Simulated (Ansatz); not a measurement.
## A family of molecules: the HOMO–LUMO gap

One atom is swapped for its congeners: OH; HS; HSe. All are doublets with charge 0.

Shapes, held fixed at every level: PBE0-D4/def2-TZVP. Programs: Ansatz 0.2.0. Values in eV.

| level | OH | HS | HSe |
| --- | --- | --- | --- |
| r2SCAN-D4/def2-TZVPP | 2.34 | 1.21 | 0.92 |
| B3LYP-D4/def2-TZVPP | 4.01 | 2.30 | 1.92 |
| BHLYP-D4/def2-TZVPP | 8.77 | 5.31 | 4.66 |
| r2SCAN0-D4/def2-TZVPP | 5.95 | 3.51 | 3.04 |
| wB97M-V/def2-TZVPP | 9.84 | 7.27 | 6.86 |
| wB97X-V/def2-TZVPP | 9.95 | 7.60 | 7.09 |

At wB97X-V/def2-TZVPP the HOMO–LUMO gap falls at every step, from 9.95 to 7.09 eV. Every level shows the same order. Open shells run unrestricted unless RO is named. Relativity is left out for Se unless named. Orbital gaps aren't excitation energies, and the LUMO depends on the basis.

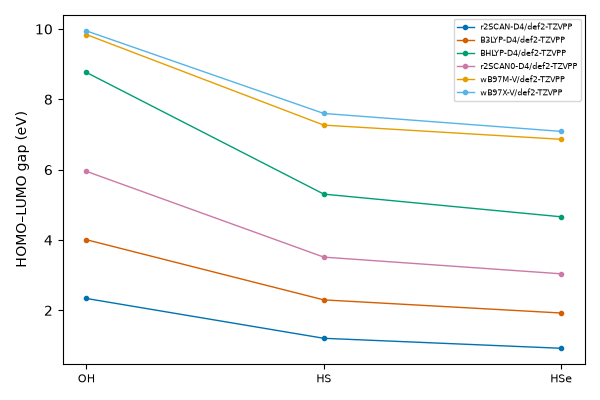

The trend along the series, level by level.
